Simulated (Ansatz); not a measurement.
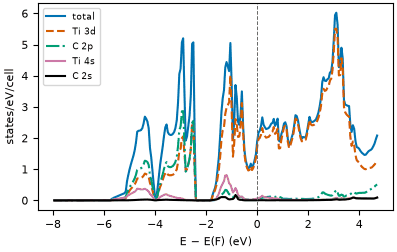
Figure: Total and projected density of states of Ti2C in space group R-3m (No. 166; Ti on 6c, C on 3b), LDA (plane waves, PAW; program Ansatz)

**Question.** Which orbitals carry the states next to the Fermi level?

**Answer.** Within 0.5 eV of the Fermi level: Ti 3d 90 %. Projections are on Löwdin-orthogonalised atomic valence shells; empty p or d shells of many metals are not among them.

**Question.** Where is the tallest occupied peak in this window, and what makes it?

**Answer.** Near -2.9 eV, about 5.2 states/eV per cell; the largest projected share is C 2p.

The workflow started from a Materials Project entry (that database holds measured and hypothetical structures alike); the Crystallography Open Database copy checked does not list it. Its standing as an ambient phase is unchecked. The LDA relaxation kept the symmetry of its start; of distortions, only those at the zone centre were tested. No spin polarisation was allowed.

Potentials: the later of the program's two PAW sets.
